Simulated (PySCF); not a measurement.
## Run report: B2PH5, geometry relaxation (part 2 of 3)

Continued. System: B2PH5, SMILES BPB. Method: HF/STO-6G, RHF (PySCF 2.14.0). The atoms were displaced at random from an optimised geometry.

Geometry of the input (Å):
```
B  0.0000  0.0000  0.0000
P  1.8545  0.0000  0.0000
B  2.8846  0.0000  1.4690
H  -0.6466  0.1329  -0.7444
H  -0.3257  -0.2119  1.1156
H  2.4257  0.2414  -1.0999
H  4.1148  0.1068  1.2690
H  2.4716  -0.2957  2.5662
```

**The program's output, continued**
```
--------------- DFRHF_Scanner gradients ---------------
         x                y                z
0 B     0.0049400620     0.0001855952     0.0036693007
1 P     0.0022911442     0.0076833666    -0.0000554106
2 B    -0.0010047590    -0.0104199253     0.0007074070
3 H     0.0002806688    -0.0015781729    -0.0011239767
4 H    -0.0002886061     0.0000167828     0.0001060754
5 H    -0.0010750362    -0.0013414128    -0.0001078260
6 H    -0.0025494241     0.0020711711    -0.0032061292
7 H    -0.0025940496     0.0033825952     0.0000105594
----------------------------------------------
cycle 10: E = -391.690273963  dE = -0.00189803  norm(grad) = 0.0160751
Step    9 : Displace = 7.138e-02/9.683e-02 (rms/max) Trust = 6.980e-02 (-) Grad = 5.683e-03/1.049e-02 (rms/max) E (change) = -391.6902739632 (-1.898e-03) Quality = 0.840
Hessian Eigenvalues: 9.72242e-03 2.29876e-02 2.62732e-02 ... 3.70266e-01 4.88104e-01 1.08995e+00

Geometry optimization cycle 11
Cartesian coordinates (Angstrom)
 Atom        New coordinates             dX        dY        dZ
   B   0.169539  -0.031463   0.162147    0.003835 -0.007677 -0.007524
   P   1.901152  -0.529487  -0.096806   -0.001032 -0.106966 -0.004221
   B   2.838991  -0.060592   1.393128   -0.009373  0.021225 -0.007814
   H  -0.448568   0.436323  -0.691785    0.038919  0.075737  0.007767
   H  -0.353106  -0.245494   1.167084   -0.025298 -0.006060 -0.021217
   H   2.373002   0.276407  -1.096891   -0.018920 -0.020285  0.045880
   H   3.888340   0.403686   1.297544   -0.030065  0.069915 -0.019284
   H   2.409503  -0.275903   2.441040    0.041934 -0.025889  0.006413

WARN: Even tempered Gaussians are generated as DF auxbasis for  H B P

converged SCF energy = -391.691230007667
--------------- DFRHF_Scanner gradients ---------------
         x                y                z
0 B     0.0015470059     0.0005140677    -0.0003014947
1 P    -0.0003229210    -0.0017841401    -0.0000194107
2 B     0.0017494289    -0.0000899356     0.0006212790
3 H    -0.0004253742    -0.0004408848     0.0000092767
4 H    -0.0002391889     0.0003359727    -0.0000278164
5 H    -0.0002456596     0.0014100015     0.0007648938
6 H    -0.0013050403    -0.0003338355    -0.0010244269
7 H    -0.0007582508     0.0003887541    -0.0000223010
----------------------------------------------
cycle 11: E = -391.691230008  dE = -0.000956044  norm(grad) = 0.00403251
Step   10 : Displace = 6.334e-02/1.056e-01 (rms/max) Trust = 9.871e-02 (+) Grad = 1.426e-03/1.859e-03 (rms/max) E (change) = -391.6912300077 (-9.560e-04) Quality = 0.854
Hessian Eigenvalues: 1.22759e-02 2.29847e-02 2.59917e-02 ... 3.69181e-01 4.88105e-01 1.07143e+00

Geometry optimization cycle 12
Cartesian coordinates (Angstrom)
 Atom        New coordinates             dX        dY        dZ
   B   0.153442  -0.030396   0.156719   -0.016096  0.001068 -0.005428
   P   1.895075  -0.493395  -0.090377   -0.006077  0.036092  0.006429
   B   2.851229  -0.055626   1.395137    0.012238  0.004966  0.002009
   H  -0.471867   0.423040  -0.699392   -0.023299 -0.013284 -0.007606
   H  -0.355686  -0.248633   1.167547   -0.002580 -0.003139  0.000462
   H   2.375636   0.269061  -1.118829    0.002634 -0.007346 -0.021938
   H   3.915059   0.386254   1.325739    0.026719 -0.017433  0.028195
   H   2.415965  -0.276829   2.438917    0.006462 -0.000925 -0.002122

WARN: Even tempered Gaussians are generated as DF auxbasis for  H B P

converged SCF energy = -391.691293252293
--------------- DFRHF_Scanner gradients ---------------
         x                y                z
0 B    -0.0017811909    -0.0004068617    -0.0009918713
1 P    -0.0008539174    -0.0004376427    -0.0004185492
2 B     0.0012216508    -0.0006813373    -0.0000459923
3 H    -0.0000600796     0.0002016930     0.0000764606
4 H     0.0005531543     0.0001857670     0.0003491267
5 H     0.0001679127     0.0001634146     0.0000124202
6 H     0.0006395456     0.0005054945     0.0012490366
7 H     0.0001129245     0.0004694725    -0.0002306313
----------------------------------------------
cycle 12: E = -391.691293252  dE = -6.32446e-05  norm(grad) = 0.00323345
Step   11 : Displace = 2.510e-02/4.246e-02 (rms/max) Trust = 1.396e-01 (+) Grad = 1.143e-03/2.079e-03 (rms/max) E (change) = -391.6912932523 (-6.324e-05) Quality = 0.474
Hessian Eigenvalues: 1.38151e-02 2.28446e-02 2.52565e-02 ... 3.69717e-01 4.88102e-01 1.14164e+00

Geometry optimization cycle 13
Cartesian coordinates (Angstrom)
 Atom        New coordinates             dX        dY        dZ
   B   0.158837  -0.028332   0.160387    0.005395  0.002063  0.003669
   P   1.897076  -0.499355  -0.089446    0.002001 -0.005961  0.000932
   B   2.845569  -0.054085   1.396369   -0.005660  0.001541  0.001232
   H  -0.462293   0.428943  -0.696725    0.009574  0.005904  0.002667
   H  -0.359365  -0.252417   1.165207   -0.003679 -0.003783 -0.002340
   H   2.376555   0.265630  -1.116243    0.000920 -0.003431  0.002586
   H   3.906040   0.392113   1.313708   -0.009019  0.005859 -0.012031
   H   2.416434  -0.279021   2.442202    0.000470 -0.002192  0.003284

WARN: Even tempered Gaussians are generated as DF auxbasis for  H B P

converged SCF energy = -391.691337146057
--------------- DFRHF_Scanner gradients ---------------
         x                y                z
0 B    -0.0002240433     0.0003595042     0.0001210055
1 P     0.0002087778     0.0000216923    -0.0003168339
2 B    -0.0001101791    -0.0002430367     0.0001888388
3 H    -0.0000473411    -0.0002006134    -0.0000332701
4 H    -0.0000101685    -0.0000604979    -0.0000248648
5 H    -0.0000396285    -0.0000474122     0.0000338911
6 H     0.0002406770     0.0001066232    -0.0000046668
7 H    -0.0000180944     0.0000637404     0.0000359002
----------------------------------------------
cycle 13: E = -391.691337146  dE = -4.38938e-05  norm(grad) = 0.000757184
Step   12 : Displace = 8.540e-03/1.608e-02 (rms/max) Trust = 1.396e-01 (=) Grad = 2.677e-04/4.405e-04 (rms/max) E (change) = -391.6913371461 (-4.389e-05) Quality = 1.056
Hessian Eigenvalues: 1.25838e-02 2.27701e-02 2.58594e-02 ... 3.69609e-01 4.88238e-01 1.11956e+00

Geometry optimization cycle 14
Cartesian coordinates (Angstrom)
 Atom        New coordinates             dX        dY        dZ
   B   0.161110  -0.030401   0.160970    0.002273 -0.002069  0.000583
   P   1.897829  -0.504907  -0.090812    0.000753 -0.005552 -0.001366
   B   2.843017  -0.053619   1.395212   -0.002552  0.000465 -0.001157
   H  -0.457539   0.435741  -0.693143    0.004754  0.006798  0.003582
   H  -0.357542  -0.253789   1.165756    0.001824 -0.001372  0.000549
   H   2.376432   0.263190  -1.115866   -0.000124 -0.002440  0.000377
   H   3.900813   0.397394   1.312297   -0.005226  0.005281 -0.001411
   H   2.414732  -0.280132   2.441045   -0.001702 -0.001111 -0.001157

WARN: Even tempered Gaussians are generated as DF auxbasis for  H B P

converged SCF energy = -391.691339221006
--------------- DFRHF_Scanner gradients ---------------
         x                y                z
0 B     0.0000920861    -0.0002720246    -0.0000505112
1 P    -0.0000498458     0.0001102968    -0.0000902246
2 B     0.0000492749     0.0000579875    -0.0000119365
3 H     0.0000521586     0.0000353606     0.0000464636
4 H    -0.0000156061     0.0001283910     0.0000514859
5 H     0.0000086588     0.0000124156     0.0000629435
6 H    -0.0001200731    -0.0000791146    -0.0000342995
7 H    -0.0000166534     0.0000066876     0.0000260788
----------------------------------------------
cycle 14: E = -391.691339221  dE = -2.07495e-06  norm(grad) = 0.000407807
Step   13 : Displace = 5.087e-03/9.020e-03 (rms/max) Trust = 1.974e-01 (+) Grad = 1.442e-04/2.916e-04 (rms/max) E (change) = -391.6913392210 (-2.075e-06) Quality = 0.721
Hessian Eigenvalues: 1.00728e-02 2.24469e-02 2.62186e-02 ... 3.69587e-01 4.87529e-01 1.17965e+00

Geometry optimization cycle 15
Cartesian coordinates (Angstrom)
 Atom        New coordinates             dX        dY        dZ
   B   0.160975  -0.029436   0.161073   -0.000136  0.000965  0.000103
   P   1.897610  -0.505198  -0.090423   -0.000219 -0.000291  0.000388
   B   2.843247  -0.053415   1.395235    0.000229  0.000205  0.000023
   H  -0.457695   0.436609  -0.693137   -0.000156  0.000868  0.000006
   H  -0.358037  -0.255154   1.165119   -0.000495 -0.001365 -0.000637
   H   2.376393   0.262189  -1.116037   -0.000039 -0.001001 -0.000171
   H   3.901107   0.397956   1.312523    0.000294  0.000563  0.000226
   H   2.415253  -0.280074   2.441106    0.000521  0.000058  0.000061

WARN: Even tempered Gaussians are generated as DF auxbasis for  H B P

converged SCF energy = -391.691339782724
--------------- DFRHF_Scanner gradients ---------------
         x                y                z
0 B     0.0000348511     0.0000429868     0.0000049832
1 P    -0.0000108131    -0.0000299137     0.0000146439
2 B    -0.0000453826     0.0000208380    -0.0000263864
3 H     0.0000022739    -0.0000257973     0.0000000665
4 H     0.0000068123    -0.0000092007    -0.0000005311
5 H    -0.0000012071     0.0000184078     0.0000064116
6 H     0.0000000535    -0.0000161935     0.0000087419
7 H     0.0000134121    -0.0000011276    -0.0000079296
----------------------------------------------
cycle 15: E = -391.691339783  dE = -5.61718e-07  norm(grad) = 9.6279e-05
```

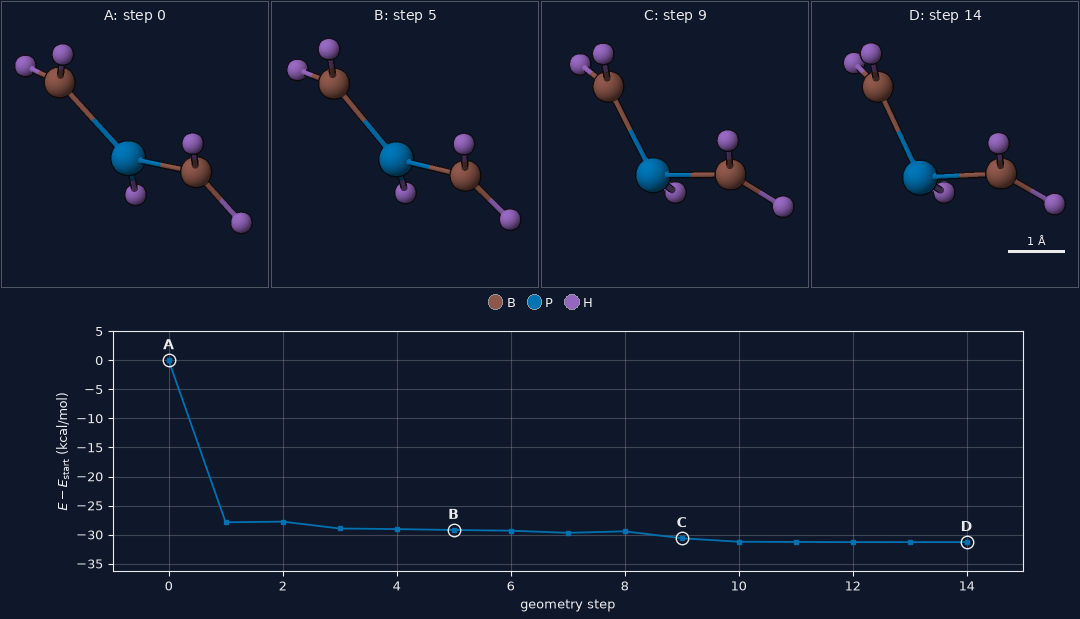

*Frames of the relaxation (ball-and-stick view, seen at a tilt) above the curves, on which the letters mark them (steps are counted from 0).*

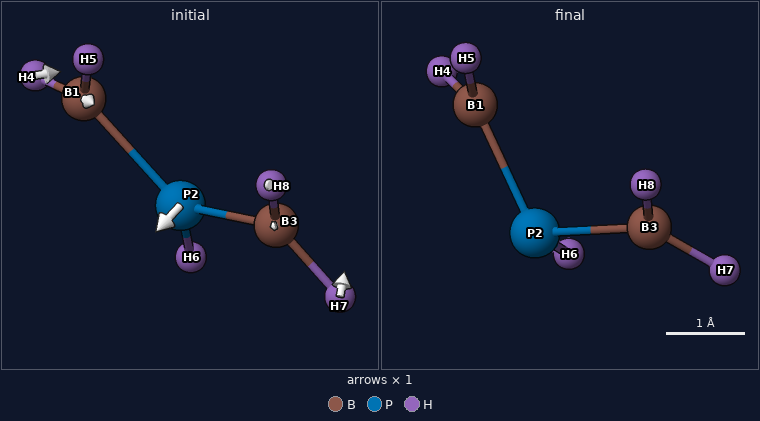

*Before (left) and after (right) the relaxation, at one scale (ball-and-stick view, seen at a tilt). The white arrows give the displacements, at true length.*

The atom that moves furthest after the best rigid fit is P2 (0.52 Å). Largest moves by element: P 0.52 Å, H 0.36 Å, B 0.23 Å. Among the contacts that change: B1–H4 0.995 → 1.153 Å, P2–H6 1.263 → 1.367 Å, B3–H7 1.251 → 1.153 Å, B3–H8 1.209 → 1.153 Å. Among the angles that change: B1–P2–B3 125.0° → 108.6°, P2–B1–H5 106.0° → 120.0°, B1–P2–H6 116.9° → 106.9°. Over 14 geometry steps the energy falls by 31.3 kcal/mol. The largest force component goes from 8.3 to 0.0023 eV/Å. (Atoms are counted from 1 in the order of the input.)

```
Step   14 : Displace = 8.936e-04/1.598e-03 (rms/max) Trust = 1.974e-01 (=) Grad = 3.404e-05/5.648e-05 (rms/max) E (change) = -391.6913397827 (-5.617e-07) Quality = 0.977
Hessian Eigenvalues: 1.00728e-02 2.24469e-02 2.62186e-02 ... 3.69587e-01 4.87529e-01 1.17965e+00
Converged! =D

converged: True
B           0.16097480       -0.02943644        0.16107331
P           1.89761013       -0.50519843       -0.09042338
B           2.84324653       -0.05341469        1.39523514
H          -0.45769455        0.43660903       -0.69313672
H          -0.35803677       -0.25515431        1.16511946
H           2.37639276        0.26218923       -1.11603734
H           3.90110715        0.39795640        1.31252331
H           2.41525275       -0.28007424        2.44110622

WARN: Even tempered Gaussians are generated as DF auxbasis for  H B P

converged SCF energy = -391.691339782724
total energy: -391.69133978 hartree
**** MO energy ****
MO #1   energy= -79.8664638556576  occ= 2
MO #2   energy= -7.49712561067068  occ= 2
MO #3   energy= -7.49709266998108  occ= 2
MO #4   energy= -7.22475680443726  occ= 2
MO #5   energy= -5.09336962270143  occ= 2
MO #6   energy= -5.09334398922178  occ= 2
MO #7   energy= -5.09153248342847  occ= 2
MO #8   energy= -0.828489544414807 occ= 2
MO #9   energy= -0.654939285345086 occ= 2
MO #10  energy= -0.609808299051452 occ= 2
MO #11  energy= -0.506998695935891 occ= 2
MO #12  energy= -0.469053372984734 occ= 2
MO #13  energy= -0.420649008142116 occ= 2
MO #14  energy= -0.388969326841427 occ= 2
MO #15  energy= -0.279230760129892 occ= 2
MO #16  energy= 0.228935082712587  occ= 0
MO #17  energy= 0.261191623883801  occ= 0
MO #18  energy= 0.51781853532419   occ= 0
MO #19  energy= 0.610519656952972  occ= 0
MO #20  energy= 0.611174258761268  occ= 0
MO #21  energy= 0.771901071894533  occ= 0
MO #22  energy= 0.779202424090654  occ= 0
MO #23  energy= 0.823487205853497  occ= 0
MO #24  energy= 0.854654712729671  occ= 0
 ** Mulliken atomic charges  **
charge of    0B =      0.00363
charge of    1P =      0.27953
charge of    2B =      0.00363
charge of    3H =     -0.05260
charge of    4H =     -0.05125
charge of    5H =     -0.07908
charge of    6H =     -0.05260
charge of    7H =     -0.05125
Dipole moment(X, Y, Z, Debye):  0.24761,  0.22648, -0.53388
```

**Trajectory as extended XYZ (Å, eV, eV/Å), 13 of the 15 frames kept, from step=0 to step=14**
```
8
Properties=species:S:1:pos:R:3:forces:R:3 step=0 energy=-10657.10763
B     0.0000    0.0000    0.0000    7.6128  -1.4109   8.2791
P     1.8545    0.0000    0.0000   -3.8695  -0.8290   3.4873
B     2.8846    0.0000    1.4690    2.0470  -0.8203   0.2098
H    -0.6466    0.1329   -0.7444   -5.0471   1.0661  -6.3373
H    -0.3257   -0.2119    1.1156   -0.5046   0.2581  -1.1262
H     2.4257    0.2414   -1.0999    2.0460   1.0121  -3.5643
H     4.1148    0.1068    1.2690   -2.7904  -0.0516   0.7065
H     2.4716   -0.2957    2.5662    0.5058   0.7755  -1.6548
8
Properties=species:S:1:pos:R:3:forces:R:3 step=1 energy=-10658.31632
B     0.0676   -0.0249    0.1330    0.5271  -0.0073   0.4080
P     1.8579   -0.0185    0.0162   -0.6098  -0.2121   0.5495
B     2.9192   -0.0158    1.4388    0.6316  -0.4702   0.1295
H    -0.5790    0.1473   -0.7797   -0.3229   0.0799  -0.7597
H    -0.4859   -0.2111    1.1302    0.3770   0.0173   0.0334
H     2.4298    0.2592   -1.1815   -0.0637   0.2049  -0.1384
H     4.0717    0.1148    1.3343   -0.4542   0.1093  -0.0345
H     2.4975   -0.2776    2.4841   -0.0852   0.2781  -0.1878
8
Properties=species:S:1:pos:R:3:forces:R:3 step=2 energy=-10658.31141
B     0.0531   -0.0171    0.0891   -0.2244  -0.0986   0.5088
P     1.8157   -0.0455    0.0811    0.5938   0.0522  -1.0443
B     2.9434   -0.0770    1.4492   -0.5412   0.3431   0.2674
H    -0.5924    0.1506   -0.8561    0.1975  -0.0079   0.1725
H    -0.4161   -0.2138    1.1184   -0.4872   0.0145  -0.0449
H     2.3755    0.2930   -1.1163    0.0656  -0.0553   0.1415
H     4.0575    0.1074    1.2970    0.4411  -0.0707  -0.1672
H     2.5421   -0.2241    2.5130   -0.0453  -0.1774   0.1663
8
Properties=species:S:1:pos:R:3:forces:R:3 step=4 energy=-10658.36700
B     0.0629   -0.0274    0.1264    0.0290   0.0928   0.0232
P     1.8399   -0.0458    0.0411    0.0644  -0.0948  -0.0206
B     2.9359   -0.0346    1.4408    0.0368  -0.2174   0.0889
H    -0.5678    0.1441   -0.8210    0.0000  -0.0155  -0.0427
H    -0.4690   -0.2084    1.1315    0.0401  -0.0128   0.0159
H     2.3935    0.2945   -1.1537   -0.0405   0.0632  -0.0131
H     4.0762    0.0968    1.3221   -0.1041   0.0950  -0.0832
H     2.5072   -0.2456    2.4882   -0.0256   0.0895   0.0315
8
Properties=species:S:1:pos:R:3:forces:R:3 step=5 energy=-10658.37370
B     0.0727   -0.0256    0.1289   -0.0280   0.0732  -0.0557
P     1.8468   -0.0646    0.0292   -0.0166  -0.1549   0.0267
B     2.9233   -0.0468    1.4435    0.0512  -0.0186  -0.0276
H    -0.5660    0.1526   -0.8136   -0.0012  -0.0038   0.0223
H    -0.4434   -0.2104    1.1412   -0.0052  -0.0083   0.0015
H     2.3977    0.3006   -1.1599   -0.0050   0.0536   0.0176
H     4.0570    0.1076    1.3131    0.0099   0.0353   0.0253
H     2.4908   -0.2399    2.4931   -0.0052   0.0235  -0.0101
8
Properties=species:S:1:pos:R:3:forces:R:3 step=6 energy=-10658.37877
B     0.0762   -0.0252    0.1313   -0.0122   0.0618  -0.0403
P     1.8506   -0.1020    0.0212   -0.0425  -0.2213   0.0257
B     2.9237   -0.0619    1.4393    0.0171   0.2352   0.0083
H    -0.5616    0.1720   -0.8076   -0.0085   0.0144   0.0142
H    -0.4423   -0.2128    1.1423    0.0108  -0.0128  -0.0073
H     2.3953    0.3051   -1.1565    0.0091   0.0495  -0.0031
H     4.0527    0.1318    1.3155    0.0004  -0.0555   0.0205
H     2.4843   -0.2337    2.4900    0.0257  -0.0713  -0.0179
8
Properties=species:S:1:pos:R:3:forces:R:3 step=7 energy=-10658.39505
B     0.1279   -0.0237    0.1573   -0.1865   0.0690  -0.2301
P     1.8849   -0.2618   -0.0526   -0.1736  -0.4929   0.1210
B     2.8776   -0.0804    1.4191    0.1586   0.5945  -0.0548
H    -0.5349    0.2635   -0.7409   -0.0508   0.0537   0.0599
H    -0.3583   -0.2270    1.1819    0.0185  -0.0124  -0.0261
H     2.4034    0.3068   -1.1745    0.0479   0.1172   0.0061
H     3.9823    0.2319    1.3314    0.0978  -0.1407   0.1415
H     2.3959   -0.2358    2.4537    0.0882  -0.1885  -0.0174
8
Properties=species:S:1:pos:R:3:forces:R:3 step=8 energy=-10658.38369
B     0.2133   -0.0237    0.1980   -0.4945   0.0322  -0.5100
P     1.9277   -0.4415   -0.1449   -0.2949  -0.6734   0.2599
B     2.7972   -0.0818    1.3853    0.4373   0.6024  -0.1027
H    -0.4677    0.3853   -0.6379   -0.0704   0.1232   0.0995
H    -0.2425   -0.2506    1.2320    0.0516  -0.0138  -0.0324
H     2.4147    0.2827   -1.1918    0.0570   0.1857   0.0392
H     3.8581    0.3605    1.3354    0.1629  -0.0646   0.2839
H     2.2781   -0.2574    2.3993    0.1510  -0.1917  -0.0374
8
Properties=species:S:1:pos:R:3:forces:R:3 step=9 energy=-10658.43533
B     0.1657   -0.0238    0.1697   -0.2540  -0.0095  -0.1887
P     1.9022   -0.4225   -0.0926   -0.1178  -0.3951   0.0028
B     2.8484   -0.0818    1.4009    0.0517   0.5358  -0.0364
H    -0.4875    0.3606   -0.6996   -0.0144   0.0812   0.0578
H    -0.3278   -0.2394    1.1883    0.0148  -0.0009  -0.0055
H     2.3919    0.2967   -1.1428    0.0553   0.0690   0.0055
H     3.9184    0.3338    1.3168    0.1311  -0.1065   0.1649
H     2.3676   -0.2500    2.4346    0.1334  -0.1739  -0.0005
8
Properties=species:S:1:pos:R:3:forces:R:3 step=10 energy=-10658.46135
B     0.1695   -0.0315    0.1621   -0.0795  -0.0264   0.0155
P     1.9012   -0.5295   -0.0968    0.0166   0.0917   0.0010
B     2.8390   -0.0606    1.3931   -0.0900   0.0046  -0.0319
H    -0.4486    0.4363   -0.6918    0.0219   0.0227  -0.0005
H    -0.3531   -0.2455    1.1671    0.0123  -0.0173   0.0014
H     2.3730    0.2764   -1.0969    0.0126  -0.0725  -0.0393
H     3.8883    0.4037    1.2975    0.0671   0.0172   0.0527
H     2.4095   -0.2759    2.4410    0.0390  -0.0200   0.0011
```
